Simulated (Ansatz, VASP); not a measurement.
# TaNi3 in two plane-wave programs

Wanted: the spread between two codes on one cell, functional and k mesh.

Program: Ansatz 0.2.0. Level of theory: plane waves, with VASP 6.6.1 beside it; single point at PBEsol, DFT+U. Results are calculated unless marked as measured.

**1. The starting structure**

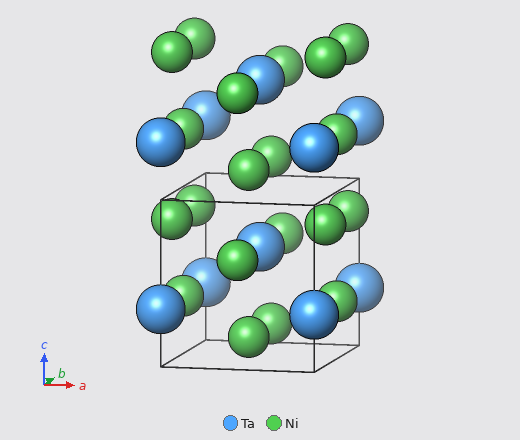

Start, viewed slightly off an axis; tantalum blue, nickel green. 1×1×2 cells are drawn. Some periodic images of atoms are drawn too.

Coordinates:

```cif
data_structure
_symmetry_space_group_name_H-M 'P 1'
_symmetry_Int_Tables_number 1
_cell_length_a 4.2500
_cell_length_b 5.1140
_cell_length_c 4.5420
_cell_angle_alpha 90.000
_cell_angle_beta 90.000
_cell_angle_gamma 90.000
_cell_volume 98.72
loop_
_atom_site_label
_atom_site_type_symbol
_atom_site_fract_x
_atom_site_fract_y
_atom_site_fract_z
_atom_site_occupancy
Ta1 Ta 0.50000 0.50000 0.65500 1
Ta2 Ta 0.00000 0.00000 0.34500 1
Ni3 Ni 0.50000 0.25000 0.15500 1
Ni4 Ni 0.50000 0.75000 0.15500 1
Ni5 Ni 0.00000 0.75000 0.84500 1
Ni6 Ni 0.00000 0.25000 0.84500 1
Ni7 Ni 0.00000 0.50000 0.34500 1
Ni8 Ni 0.50000 0.00000 0.65500 1
```

**2. Ansatz: single point, PBEsol, DFT+U**

Ansatz runs on its default PAW (the set named soft_2) files.

A single point gives forces, pressure and levels at one fixed geometry, so differences don't come from the geometry; what else differs is listed under the comparison.

Input file input.yaml:

```yaml
crystal:
  lattice:
    - [4.25, 0.0, 0.0]
    - [0.0, 5.114, 0.0]
    - [0.0, 0.0, 4.542]
  atoms:
    - { symbol: Ta, position: [0.5, 0.5, 0.655] }
    - { symbol: Ta, position: [0.0, 0.0, 0.345] }
    - { symbol: Ni, position: [0.5, 0.25, 0.155], spin: 1.0 }
    - { symbol: Ni, position: [0.5, 0.75, 0.155], spin: 1.0 }
    - { symbol: Ni, position: [0.0, 0.75, 0.845], spin: -1.0 }
    - { symbol: Ni, position: [0.0, 0.25, 0.845], spin: -1.0 }
    - { symbol: Ni, position: [0.0, 0.5, 0.345], spin: -1.0 }
    - { symbol: Ni, position: [0.5, 0.0, 0.655], spin: 1.0 }
hamiltonian:
  xc: pbesol
  pseudopotentials: { kind: paw }
  hubbard: { sites: [{ species: Ni, l: d, u_eff: 4.0 }] }
magnetization:
  spin_polarized: true
kpoints:
  mp_grid: { grid: [4, 4, 4] }
scf:
  occupations: { method: methfessel_paxton, width: 0.1 }
  n_extra_bands: 11
output:
  forces: true
  stress: true
  eigenvalues: true
```

On the command line:

```console
ansatz run input.yaml --threads 4 --pin off --max-ram 9216MiB --backend cpu --events-out ev --progress --plain --runs-dir out
```

Numbers of over 12 decimals in the logs are rounded to 6 here.

What it wrote:

```text
Ta: projections on atomic orbitals take those of the free atom [Kr 4d10 4f14] 5s2 5p6 5d3 6s2, of charge +0.00 (hamiltonian.pseudopotentials.projection_atoms); the dataset's partial waves leave at most 6.0e-5 of an orbital's norm unspanned inside its sphere
Ni: projections on atomic orbitals take those of the free atom [Ne] 3s2 3p6 3d8 4s2, of charge +0.00 (hamiltonian.pseudopotentials.projection_atoms); the dataset's partial waves leave at most 1.6e-6 of an orbital's norm unspanned inside its sphere
scf.n_extra_bands = 11 over 67 filled bands (N_el = 134.0): the run solves 78 bands
Engine: ansatz 0.2.0, aarch64-unknown-linux-gnu
Pseudopotentials: kind: paw
Pseudopotential: Ta, paw, valence charge 13, recommended cutoff 420 eV (normal), Ta.paw.azcp
Pseudopotential: Ni, paw, valence charge 18, recommended cutoff 420 eV (normal), Ni.paw.azcp
Functional definition: PBEsol
  exchange = pbesol_x
  correlation = pbesol_c
Crystal: 8 atoms, lattice volume = 98.718 Å³
Basis set: ecut = 420 eV, 1945 PW (Γ), exchange–correlation on 60×72×64 points (8 copies of the dense FFT grid, shifted against one another)
Bands: 78, of which v1, the nominal top of the filled ones, is band 67 counted from 1 (66 counted from 0)
Symmetry: 4 space group operations
Space group: Pmm2 (ITA 25), of the structure as read, at distance tolerance 4.6e-5 Å
Magnetic group: BNS 59.408 (UNI 506), of the structure as read, at distance tolerance 4.6e-5 Å
k-points: 27 of 64 (time reversal used)
Non-local potential: Ta, projectors of the file, l = 0: 3, l = 1: 2, l = 2: 2, l = 3: 1
Non-local potential: Ni, projectors of the file, l = 0: 3, l = 1: 2, l = 2: 3, l = 3: 1
PAW form: soft (Blöchl's): semilocal exchange-correlation on the pseudo side does not see the compensation charge
PAW frozen core: Ta, regenerated for the run's functional, and the local potential with it (the file was generated under x = pbe(κ = 0.804, μ = 0.219515), c = pbe(β = 0.066725))
PAW frozen core: Ni, regenerated for the run's functional, and the local potential with it (the file was generated under x = pbe(κ = 0.804, μ = 0.219515), c = pbe(β = 0.066725))
PAW one-centre angular grid: Ta, 590 points (default); XC on 64 Gauss nodes
PAW one-centre angular grid: Ni, 590 points (default); XC on 64 Gauss nodes
Initial density: superposition of atomic densities (chi_scale 0.1, normalization cell)
Starting moments: Σ|m| = 6 μB on 6 of 8 sites
Starting magnetic order: antiferromagnet; an inversion exchanges its spin sublattices: spin-degenerate at every k-point
Initial wavefunctions: pseudopotential atomic-orbital guess
Functional: x = pbesol(κ = 0.804, μ = 0.123457), c = pbesol(β = 0.046)
SCF iter   1: F=—  HF=-54436.385201 eV  |F-HF|=—  |Δ(HF+E_count)|=         —  Δρ=1.18e-1 (↑1.18e-1 ↓1.18e-1)  dr2=3.38e1  dr2_m=5.44e0  M=-0.000 μB ∫|m|=2.021 μB  β_m=0.30  ethr=3.10e-3  ⟨swp⟩=4.7  Hψ=11999  notcnv=0  defer=20
preconditioner: auto → Kerker (q_TF=auto, 2.871 Å⁻¹)  [metal: Δε(μ)=0.082 eV  Ē_g=10.500 eV  σ=0.100 eV  W_gap=0.39  n_scr=38 (ndim 8)  ℏωp=33.8 eV  f_vac=0.000  D(μ)=2.01/eV (n_scr^D=10)]
spin=Collinear: Kerker preconditioning applied to the charge; magnetization (m = ρ↑ − ρ↓) channel mixes plain (no charge-response kernel on spin).
SCF iter   2: F=—  HF=-54434.299016 eV  |F-HF|=—  |Δ(HF+E_count)|=    2.09e0  Δρ=5.31e-2 (↑5.31e-2 ↓5.31e-2)  dr2=3.88e0  dr2_m=1.97e0  M=0.000 μB ∫|m|=2.428 μB  β_m=0.30  ethr=3.10e-3  ⟨swp⟩=3.3  Hψ=8282  notcnv=0  defer=172
SCF iter   3: F=—  HF=-54433.904274 eV  |F-HF|=—  |Δ(HF+E_count)|=   3.95e-1  Δρ=4.56e-2 (↑4.56e-2 ↓4.56e-2)  dr2=3.34e0  dr2_m=1.48e0  M=-0.000 μB ∫|m|=2.038 μB  β_m=0.30  ethr=2.90e-3  ⟨swp⟩=2.4  Hψ=5491  notcnv=0  defer=156
SCF iter   4: F=—  HF=-54433.622840 eV  |F-HF|=—  |Δ(HF+E_count)|=   2.81e-1  Δρ=3.42e-2 (↑3.42e-2 ↓3.42e-2)  dr2=2.21e0  dr2_m=4.95e-1  M=0.000 μB ∫|m|=2.316 μB  β_m=0.30  ethr=2.49e-3  ⟨swp⟩=3.7  Hψ=7660  notcnv=0  defer=156
SCF iter   5: F=—  HF=-54433.562881 eV  |F-HF|=—  |Δ(HF+E_count)|=   6.00e-2  Δρ=2.49e-2 (↑2.49e-2 ↓2.49e-2)  dr2=1.88e-1  dr2_m=5.02e-1  M=0.000 μB ∫|m|=1.958 μB  β_m=0.30  ethr=1.65e-3  ⟨swp⟩=2.4  Hψ=5258  notcnv=0  defer=142
SCF iter   6: F=—  HF=-54433.653430 eV  |F-HF|=—  |Δ(HF+E_count)|=   9.05e-2  Δρ=2.20e-2 (↑2.20e-2 ↓2.20e-2)  dr2=2.06e-2  dr2_m=4.34e-1  M=-0.000 μB ∫|m|=1.688 μB  β_m=0.30  ethr=1.40e-4  ⟨swp⟩=2.1  Hψ=5948  notcnv=0  defer=142
SCF iter   7: F=—  HF=-54433.729255 eV  |F-HF|=—  |Δ(HF+E_count)|=   7.58e-2  Δρ=1.85e-2 (↑1.85e-2 ↓1.85e-2)  dr2=1.45e-1  dr2_m=2.78e-1  M=0.000 μB ∫|m|=1.581 μB  β_m=0.30  ethr=1.54e-5  ⟨swp⟩=2.0  Hψ=6761  notcnv=0  defer=142
SCF iter   8: F=—  HF=-54433.748662 eV  |F-HF|=—  |Δ(HF+E_count)|=   1.94e-2  Δρ=1.63e-2 (↑1.63e-2 ↓1.63e-2)  dr2=1.73e-3  dr2_m=2.41e-1  M=-0.000 μB ∫|m|=1.377 μB  β_m=0.30  ethr=1.54e-5  ⟨swp⟩=2.0  Hψ=6726  notcnv=0  defer=142
Mixer restart at iter 8: flushing history
spin-set hold released at iteration 8 (site moments contracting): the magnetisation degrees of freedom join the quasi-Newton model from the next iteration; the mixer history was flushed
[...]
SCF iter  20: F=—  HF=-54433.859183 eV  |F-HF|=—  |Δ(HF+E_count)|=   1.26e-5  S|Δr|=    0.00e0  Δρ=9.63e-5 (↑5.09e-5 ↓9.63e-5)  dr2=5.07e-6  dr2_m=3.80e-6  M=0.000 μB ∫|m|=0.009 μB  β_m=0.54  ethr=1.60e-9  ⟨swp⟩=2.0  Hψ=7715  notcnv=0  defer=142
SCF iter  21: F=—  HF=-54433.859189 eV  |F-HF|=—  |Δ(HF+E_count)|=   6.55e-6  S|Δr|=    0.00e0  Δρ=1.42e-4 (↑1.42e-4 ↓8.42e-5)  dr2=3.46e-5  dr2_m=1.66e-6  M=0.000 μB ∫|m|=0.005 μB  β_m=0.32  ethr=1.60e-9  ⟨swp⟩=2.1  Hψ=7710  notcnv=0  defer=142  recentre
SCF iter  22: F=—  HF=-54433.859187 eV  |F-HF|=—  |Δ(HF+E_count)|=   2.20e-6  S|Δr|=    0.00e0  Δρ=4.18e-5 (↑3.32e-5 ↓4.18e-5)  dr2=1.58e-6  dr2_m=7.70e-7  M=0.000 μB ∫|m|=0.003 μB  β_m=0.71  ethr=1.60e-9  ⟨swp⟩=2.0  Hψ=7421  notcnv=0  defer=142
SCF iter  23: F=—  HF=-54433.859188 eV  |F-HF|=—  |Δ(HF+E_count)|=   5.93e-7  S|Δr|=    0.00e0  Δρ=6.54e-6 (↑6.15e-6 ↓6.54e-6)  dr2=6.64e-8  dr2_m=1.12e-8  M=0.000 μB ∫|m|=0.000 μB  β_m=0.79  ethr=7.46e-11  ⟨swp⟩=10.2  Hψ=19864  notcnv=0
SCF iter  24: F=—  HF=-54433.859188 eV  |F-HF|=—  |Δ(HF+E_count)|=   1.15e-7  S|Δr|=    0.00e0  Δρ=1.32e-5 (↑1.32e-5 ↓1.25e-5)  dr2=4.72e-7  dr2_m=1.97e-9  M=0.000 μB ∫|m|=0.000 μB  β_m=0.63  ethr=4.96e-11  ⟨swp⟩=4.5  Hψ=14367  notcnv=0  recentre
SCF iter  25: F=—  HF=-54433.859188 eV  |F-HF|=—  |Δ(HF+E_count)|=   2.15e-8  S|Δr|=    0.00e0  Δρ=8.51e-6 (↑8.47e-6 ↓8.51e-6)  dr2=1.89e-7  dr2_m=1.24e-9  M=0.000 μB ∫|m|=0.000 μB  β_m=0.63  ethr=4.96e-11  ⟨swp⟩=2.0  Hψ=7463  notcnv=0
SCF iter  26: F=—  HF=-54433.859188 eV  |F-HF|=—  |Δ(HF+E_count)|=   2.46e-9  S|Δr|=    0.00e0  Δρ=2.94e-6 (↑2.66e-6 ↓2.94e-6)  dr2=2.22e-8  dr2_m=4.79e-10  M=0.000 μB ∫|m|=0.000 μB  β_m=0.60  ethr=4.96e-11  ⟨swp⟩=4.0  Hψ=12940  notcnv=0
SCF iter  27: F=-54433.859188 eV  HF=-54433.859188 eV  |F-HF|=1.67e-8  |Δ(HF+E_count)|=  4.37e-10  S|Δr|=    0.00e0  Δρ=2.53e-6 (↑2.53e-6 ↓2.33e-6)  dr2=1.70e-8  dr2_m=1.31e-10  M=0.000 μB ∫|m|=0.000 μB  ethr=1.65e-11  ⟨swp⟩=3.1  Hψ=11700  notcnv=0
SCF 1 converged in 27 iterations: F = -54433.859188 eV  dr2 = 1.70e-8
  greatest PAW one-centre occupation: 1.001 electrons in one spin orbital (limit 2), on the Ni atom at site 7 (counted from 0), in its partial waves of l = 1
WARN: the starting moments were not kept: the SCF closed with an absolute magnetisation of 3.2e-5 μB, where they sum to 6 μB in size (6 sites). That is at most 0.1 of that sum. Measured as dr2_m measures the in/out step, that magnetisation stands 2.2e-10 eV from none, at or under the dr2_threshold of 1.0e-7 eV: it is no larger than a step whose dr2_m would equal this threshold. The system may hold no moment; this SCF [...]
this state was not tested for a lower state beside it, because cold or Methfessel-Paxton smearing, or corrected tetrahedra, fill the levels in a way that the test cannot read (fill_not_monotonic; see scf.lower_state_search)
SCF converged after 27 iterations
Magnetization: 0.0000 μB (67.0000 up, 67.0000 down)
Absolute magnetization: 0.0000 μB (∫|ρ↑−ρ↓|, with the PAW one-centre terms)
Spin contamination: 0.0000 ħ² per cell (⟨S²⟩ above its minimum at these occupations)
Per-site moments (μB) at R_I (Å): [(1.646182862921125e-7, 1.051523), (-5.125313704300718e-7, 1.051523), (-1.2010977399593048e-6, 1.051523), (-1.201097740177279e-6, 1.051523), (1.6809098441115678e-6, 1.051523), (1.6809098440427718e-6, 1.051523), (2.0360797175230978e-6, 1.051523), (-9.075536320736907e-7, 1.051523)]
Free energy (F): -54433.859188 eV
Harris-Foulkes:  -54433.859188 eV  (|F-HF|=1.67e-8)
Internal energy: -54433.858979 eV  (E = F + TS)
E sigma→0 (E₀):  -54433.859136 eV
Entropy (-TS):   -0.000209 eV (-0.026 meV/atom)
Fermi energy:    18.556842 eV
Step filling:    the computed levels leave a gap of 0.0000 eV = 0.0 smearing widths at the electron count; against every level under it full and every level over it empty, smearing changes F+E_penalty+E_count by +0.155 meV and its σ→0 estimate by +0.207 meV
--- Per-component energies (eV) ---
  E_band       = -1853.133083
  E_kinetic    = 2445.888776
  E_local      = -23047.315750  (includes V_loc(G=0)·N_el)
  E_nonlocal   = 3881.978942
  E_hartree    = 9718.001647
  E_xc         = -941.460109
  E_vxc        = -1064.466303  (∫ρ·V_xc dr)
  E_hubbard    = 11.297991  (on-site DFT+U / exact-exchange correction)
  E_vhub       = -84.724353  (the Hubbard potential's part of the band-sum identity)
  E_paw        = -26141.219443  (= ΣΔE_a)
  E_vpaw       = -3420.495168  (= ΣTr[D̂ρ^β])
  E_aug_tail   = 0.003276  (compensation charges beyond the density's cutoff)
  E_ewald      = -20362.645335
  E_core_change = 1.611026  (= ΣΔE_core)
  E_smearing   = -0.000209  (= −TS)
  E_closure    = -0.000000  (closes the sum)
  Σ components = -54433.859188   (vs F -54433.859188, Δ=0.00e0)
--- Forces (eV/Å), atoms counted from 1 ---
  atom   1  Ta     0.00000000     0.00000000    -0.20710307
  atom   2  Ta    -0.00000000    -0.00000000     0.20710589
  atom   3  Ni     0.00000000     0.07391831     0.03514566
  atom   4  Ni    -0.00000000    -0.07391831     0.03514566
  atom   5  Ni     0.00000000     0.07391148    -0.03514602
  atom   6  Ni    -0.00000000    -0.07391148    -0.03514602
  atom   7  Ni     0.00000000     0.00000000    -0.69649483
  atom   8  Ni    -0.00000000    -0.00000000     0.69647196
  max |Σ_I F_I| component: 2.08e-5 eV/Å
--- Stress (GPa, compression-positive) ---
       -7.144022       0.000000       0.000000
        0.000000      -9.099406       0.000000
        0.000000       0.000000      -7.024116
  P = ⅓ Tr σ = -7.7558 GPa (-77.558 kbar)
--- Band table (eV; the first three rows and the last of 54) ---
  k-point 0 ↑: bands = [... 63 lower, 17.5665, 17.8856, 18.4524, 18.9122, 19.6455, 19.7467, 20.1224, 20.1576, ... 7 higher]
  k-point 1 ↑: bands = [... 63 lower, 17.6460, 17.8008, 17.8650, 18.1943, 19.3560, 19.7113, 19.8860, 20.4600, ... 7 higher]
  k-point 2 ↑: bands = [... 63 lower, 17.5087, 17.5729, 17.7302, 17.9120, 19.2292, 19.4677, 20.1781, 20.2817, ... 7 higher]
  k-point 26 ↓: bands = [... 63 lower, 17.2705, 17.6174, 17.6174, 18.1703, 18.1703, 18.6341, 18.6341, 20.5702, ... 7 higher]
Occupation matrices written to <dir>
```

Run time: 66 s. Hardware: 4 threads of Arm Neoverse N1, shared host; peak memory 0.73 GiB; 4.3 min of CPU time.

The run ends at a pressure of -7.76 GPa, with forces up to 0.70 eV/Å.

(Part 1 of 2 ends here.)

[Lines on the potential files, build, host, timing and source positions are cut from VASP's logs without a mark.]

[Logs are printed without paths, hosts, clocks, repeated set-up lines and the standing remarks that a program may print on its own settings, such as how far it seeks lower states.]

[Hosts, paths, dates, database ids (printed as entryN), source tags and the programs' standing remarks are cut or masked in the printed files.]
